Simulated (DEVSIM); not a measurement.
System: Pt/SiO2/p-Si capacitor, at 300 K.

```tsv
layer (left to right)	material	thickness (nm)	Na (cm⁻³)
1	SiO2	4.10	-
2	Si	2100	7.6e16
```

Metal gate on the left, work function 5.6 eV. Fixed charge at the semiconductor interface -3.4e10 cm⁻² (in units of +e); no interface traps.

This is a model device: material constants are rounded textbook-type values typed into the input, and sizes, dopings and lifetimes were drawn at random. Values at 300 K.

| parameter | SiO2 | Si |
|---|---|---|
| gap (eV) | 9 | 1.124 |
| affinity (eV) | 0.9 | 4.05 |
| permittivity | 3.9 | 11.7 |
| Nc (cm⁻³) | - | 2.86e19 |
| Nv (cm⁻³) | - | 3.1e19 |

DEVSIM, 1D Poisson equation in equilibrium, Boltzmann statistics, complete ionisation; no quantum confinement or tunnelling. Metal contacts follow the ideal Schottky-Mott rule: no Fermi-level pinning, no interface dipoles.

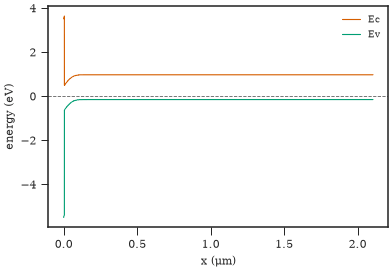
*Band edges at 1.2 V on the gate*

Energies count from the Fermi level of the right contact; mesh points crowd at the junctions.

| x (μm) | Ec (eV) | Ev (eV) | n (cm⁻³) | p (cm⁻³) | field (V/cm) |
|---|---|---|---|---|---|
| 0.000 | 3.500 | -5.500 | < 1e2 | < 1e2 | 330000 |
| 0.0009717 | 3.532 | -5.468 | < 1e2 | < 1e2 | 330000 |
| 0.002252 | 3.574 | -5.426 | < 1e2 | < 1e2 | 330000 |
| 0.003450 | 3.613 | -5.387 | < 1e2 | < 1e2 | 330000 |
| 0.004742 | 0.491 | -0.633 | 1.6e11 | 7.1e8 | 100000 |
| 0.006611 | 0.510 | -0.614 | 7.8e10 | 1.5e9 | 100000 |
| 0.01042 | 0.547 | -0.577 | 1.8e10 | 6.3e9 | 96000 |
| 0.02224 | 0.653 | -0.471 | 3.1e8 | 3.8e11 | 83000 |
| 0.04224 | 0.795 | -0.329 | 1300000 | 9.1e13 | 59000 |
| 0.08298 | 0.941 | -0.183 | 4400 | 2.7e16 | 16000 |
| 0.1659 | 0.968 | -0.156 | 1500 | 7.6e16 | 84 |
| 0.4096 | 0.969 | -0.155 | 1500 | 7.6e16 | ≈ 0 |
| 0.8310 | 0.969 | -0.155 | 1500 | 7.6e16 | ≈ 0 |
| 1.428 | 0.969 | -0.155 | 1500 | 7.6e16 | ≈ 0 |
| 1.843 | 0.969 | -0.155 | 1500 | 7.6e16 | ≈ 0 |
| 1.976 | 0.969 | -0.155 | 1500 | 7.6e16 | ≈ 0 |
| 2.042 | 0.969 | -0.155 | 1500 | 7.6e16 | ≈ 0 |
| 2.074 | 0.969 | -0.155 | 1500 | 7.6e16 | ≈ 0 |
| 2.093 | 0.969 | -0.155 | 1500 | 7.6e16 | ≈ 0 |
| 2.099 | 0.969 | -0.155 | 1500 | 7.6e16 | ≈ 0 |
| 2.102 | 0.969 | -0.155 | 1500 | 7.6e16 | ≈ 0 |
| 2.104 | 0.969 | -0.155 | 1500 | 7.6e16 | ≈ 0 |
